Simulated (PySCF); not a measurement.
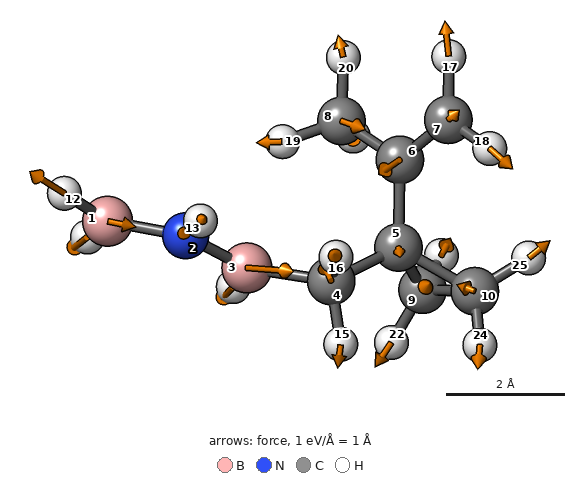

Starting geometry of C$_{7}$H$_{15}$B$_{2}$N with the computed forces as orange arrows. A ball-and-stick model, seen face on.

The start comes from GFN2-xTB.

Level of theory: PBE0-D3(BJ)/def2-SVP geometry optimisation, gas phase (PySCF). 

### What follows when this structure is relaxed?

It isn't relaxed: the largest force vector, on a B atom, is 1.23 eV/Å. The final displacements have little in common with the starting forces (cosine between the two patterns 0.04). The energy falls by 0.145 eV in 9 geometry steps. The atom that moves furthest after the best rigid fit is an H atom (0.53 Å). By element the largest moves are H 0.53 Å, C 0.36 Å, B 0.20 Å, N 0.12 Å. Among the contacts that change: B–H 1.170 → 1.210 Å, B–C 1.588 → 1.572 Å, C–H 1.094 → 1.109 Å, C–H 1.079 → 1.094 Å. Among the angles between lasting bonds that change: B–C–H 107.8° → 103.7°, B–C–C 114.3° → 116.4°. The run took roughly 11 core-minutes on a shared host.
